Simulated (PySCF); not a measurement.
C₅H₁₁FSi (SMILES F[C@H]1CCCC[SiH2]1)

The calculation's input:

```
{"job": {"kind": "nmr", "xc": "PBE0", "basis": "pcSseg-1", "pop": false}, "charge": 0, "multiplicity": 1}
F      1.650252    -1.403877     1.150763
C      1.136119    -1.155469    -0.121023
C     -0.366243    -1.408472    -0.107778
C     -1.118240    -0.483862     0.850986
C     -1.007852     1.030419     0.569359
C     -0.231744     1.401755    -0.696899
Si     1.514898     0.658450    -0.638920
H      1.626980    -1.893120    -0.766627
H     -0.556634    -2.440061     0.202262
H     -0.735044    -1.294209    -1.128324
H     -2.169766    -0.779014     0.833936
H     -0.746332    -0.685193     1.857305
H     -0.518185     1.513429     1.417332
H     -2.013677     1.453063     0.503545
H     -0.198177     2.488754    -0.776160
H     -0.771101     1.048216    -1.577375
H      2.151414     0.673851    -1.960208
H      2.353330     1.275340     0.387827
```

Launched as:

```sh
OMP_NUM_THREADS=1 python ens_run.py task.json out
```

Geometry: GFN2-xTB.

Computed with PySCF 2.14.0, PBE0/pcSseg-1, SCF density, gas phase, non-relativistic.

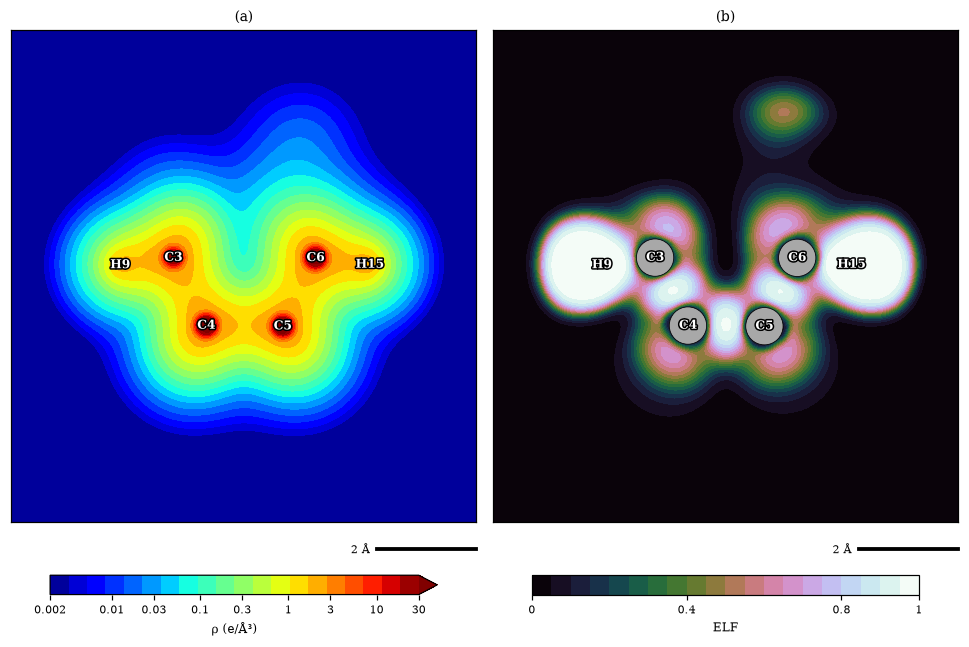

Figure 1. (a) electron density; (b) ELF on the plane of atoms C5, C6 and H15. Grey discs cover the atomic cores in the ELF map.

**What do the fields say about this system?**

The plane passes through C and H nuclei.
C–C (1.53 Å): the density is about 1.6 e/Å³ at the midpoint; the ELF peaks at about 0.95 between the atoms, as expected for a shared electron pair.
C–H (1.09 Å): ρ at the midpoint is about 1.9 e/Å³; the ELF climbs to about 1 towards the hydrogen, as it does in any bond to H: a covalent bond by its length.

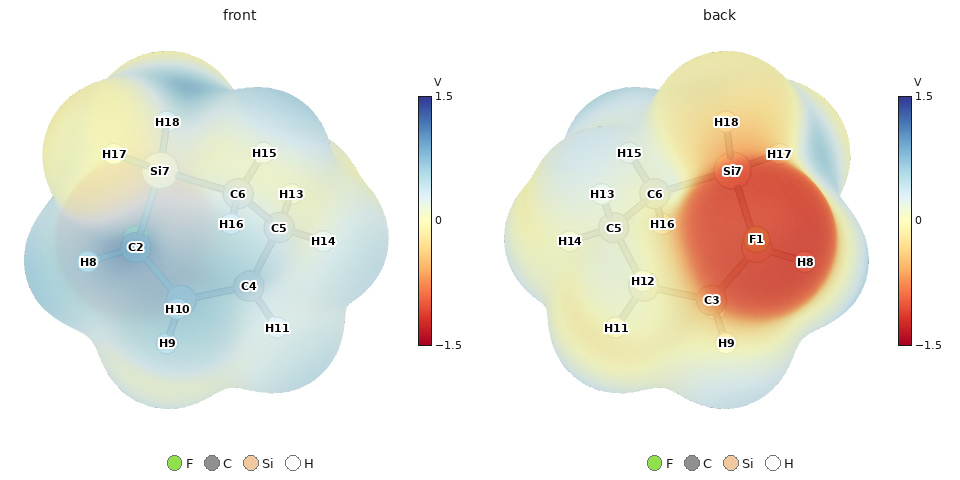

Figure 2. The molecular electrostatic potential painted on the density surface at 0.001 e/bohr³, seen from the front and from behind; the colour scale runs from red (negative) to blue (positive).

**Which sites attract a positive test charge, and which a negative one?**

A positive charge is drawn to the negative regions and a negative charge to the positive ones. The most negative region (about −1.1 V) lies over F1, the most positive (about +0.8 V) over C2, Si7 and H10.

**How polar is the molecule by this calculation?**

Its dipole moment is 1.95 D.
